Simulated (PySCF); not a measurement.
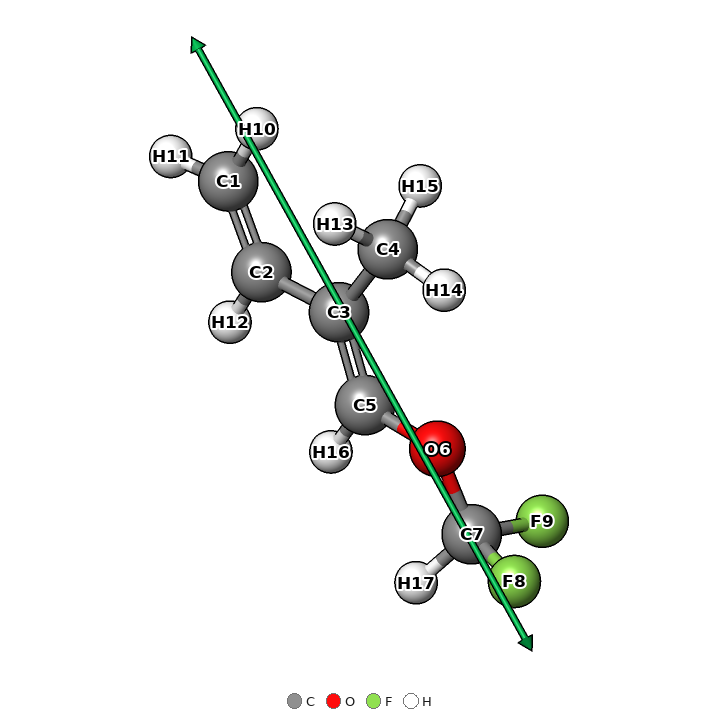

The double arrow shows the direction of the transition dipole to excited singlet state 1 (its length means nothing). The computed structure is the end point of a GFN2-xTB optimisation. No frequency run is at hand to confirm it as a minimum. Method: TDDFT PBE0/def2-SVPD, vertical, gas phase, core orbitals frozen in the response (PySCF 2.14.0).

Question. How is the transition polarised?

Answer. Close to the long direction C1···F8.

Question. Where does the transition lie, and how strong is it?

Answer. 5.62 eV (221 nm), oscillator strength 0.73, mainly HOMO → LUMO (weight 0.96); transition dipole 5.84 D.
